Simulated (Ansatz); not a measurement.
The calculation's input:

```
crystal:
  periodic: [false, false, false]
  atoms:
    - { symbol: B, position_ang: [0.117783, 0.510614, -0.199486] }
    - { symbol: O, position_ang: [-0.211017, -0.38131, 2.23646] }
    - { symbol: H, position_ang: [-1.181242, -0.439336, 2.140599] }
    - { symbol: H, position_ang: [1.168104, -0.079073, -0.314575] }
    - { symbol: H, position_ang: [-0.951206, 0.06597, -0.567188] }
    - { symbol: "N", position_ang: [0.161253, 1.919619, 0.249907] }
    - { symbol: H, position_ang: [1.041899, 2.399904, 0.439163] }
    - { symbol: H, position_ang: [-0.658421, 2.52724, 0.263386] }
    - { symbol: H, position_ang: [-0.047452, 0.579771, 2.053734] }
basis:
  gaussian: { orbitals: def2-SVP }
hamiltonian:
  xc: pbe
relax:
  f_tol: 0.03
  max_steps: 50
output:
  orbitals: {}
```

Run with:

```sh
ansatz run input.yaml --threads 1 --pin off --max-ram 2048MiB --backend cpu --events-out ev --progress --plain --runs-dir out
```

The fields are those of the run's last geometry, not of the input's.

All numbers below come from RKS PBE/def2-SVP (Ansatz 0.2.0).

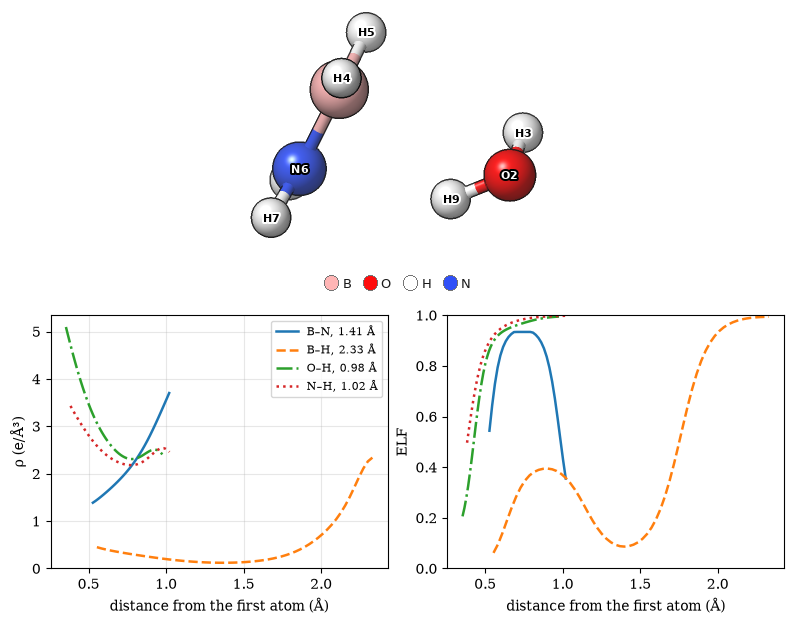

BH$_{4}$N···H$_{2}$O. Electron density and electron localisation function along straight lines between neighbouring atoms. The curves leave out the atomic cores. The structure is drawn too.

**Compare the contacts.**

B–N (1.41 Å): the density is about 1.9 e/Å³ at the midpoint; the ELF peaks at about 0.95 between the atoms, as expected for a polar covalent bond.
B1···H9 (2.33 Å): the density falls to about 0.12 e/Å³ on the way; the ELF climbs to about 1 towards the hydrogen, as it does in any bond to H.
O–H (0.98 Å): the density is about 3.6 e/Å³ at the midpoint; the ELF climbs to about 1 towards the hydrogen (an ordinary covalent bond to hydrogen).
N–H (1.02 Å): ρ at the midpoint is about 2.8 e/Å³; the ELF climbs to about 1 towards the hydrogen (a covalent bond by its length).
